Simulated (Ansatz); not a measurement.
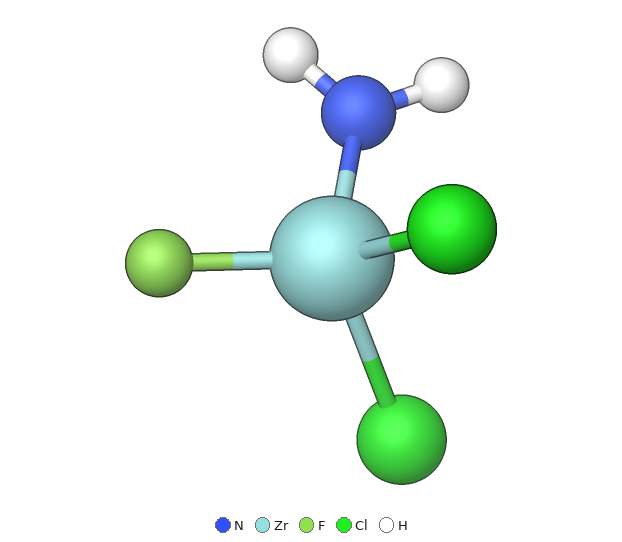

Rendered structure (ball-and-stick style).

Charge 0, singlet.

What does the picture show?

The molecule is Cl2FH2NZr. As SMILES it reads `[NH2][Zr]([F])([Cl])[Cl]`. The point group is Cs. Coordination: 1 N trigonal planar; 1 Zr tetrahedral.

The parts below concern this one geometry. Atoms keep their numbers from picture to picture. The geometry was computed by an optimisation with PBE0-D4/def2-TZVP.

## Geometry

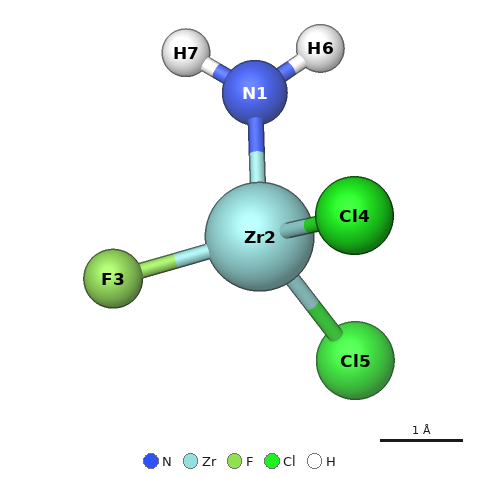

Numbered structure.

Estimate the angles Zr2–N1–H6, Zr2–N1–H7, H6–N1–H7, N1–Zr2–F3, N1–Zr2–Cl4, F3–Zr2–Cl4, Cl4–Zr2–Cl5.

| angle | degrees |
| --- | --- |
| Zr2–N1–H6 | 125.7 |
| Zr2–N1–H7 | 125.1 |
| H6–N1–H7 | 109.2 |
| N1–Zr2–F3 | 106.2 |
| N1–Zr2–Cl4 | 108.6 |
| F3–Zr2–Cl4 | 112.3 |
| Cl4–Zr2–Cl5 | 108.6 |

## Levels of theory compared

Program: Ansatz 0.2.0.

At this fixed geometry, give HOMO–LUMO gap (eV), dipole (D) at these levels: B3LYP-D4/def2-TZVPP; PBE-D4/def2-TZVPP; r2SCAN-D4/def2-TZVPP; ωB97M-V/def2-TZVPP.

| level | HOMO–LUMO gap (eV) | dipole (D) |
| --- | --- | --- |
| B3LYP-D4/def2-TZVPP | 6.07 | 2.87 |
| PBE-D4/def2-TZVPP | 4.30 | 2.87 |
| r2SCAN-D4/def2-TZVPP | 4.79 | 2.92 |
| ωB97M-V/def2-TZVPP | 11.00 | 2.86 |

## Charges

The questions are on Mulliken charges. Level of theory: RKS B3LYP-D4/def2-TZVPP, core potentials on Zr (Ansatz 0.2.0).

List the Mulliken charges.

```tsv
atom	value (e)
N1	−0.53
Zr2	1.23
F3	−0.37
Cl4	−0.31
Cl5	−0.31
H6	0.15
H7	0.15
```

## Vibrations

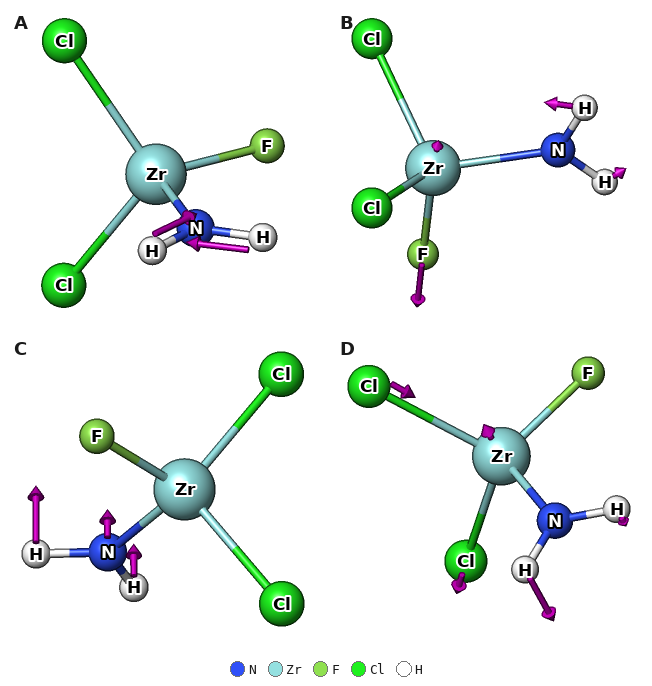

4 normal modes of one molecule or complex, as arrows. Harmonic vibrations computed with RKS PBE0-D4/def2-TZVP, core potentials on Zr (Ansatz 0.2.0) at a stationary point of the same level.

**Match the panels to the wavenumbers 148 cm⁻¹, 414 cm⁻¹, 682 cm⁻¹, 3551 cm⁻¹.**

A: 3551 cm⁻¹, in-phase stretching of 2 N–H bonds
B: 682 cm⁻¹, Zr–F stretching
C: 148 cm⁻¹
D: 414 cm⁻¹, out-of-phase stretching of 2 Zr–Cl bonds

Mulliken values depend strongly on the basis set and can even reverse the polarity of a bond.
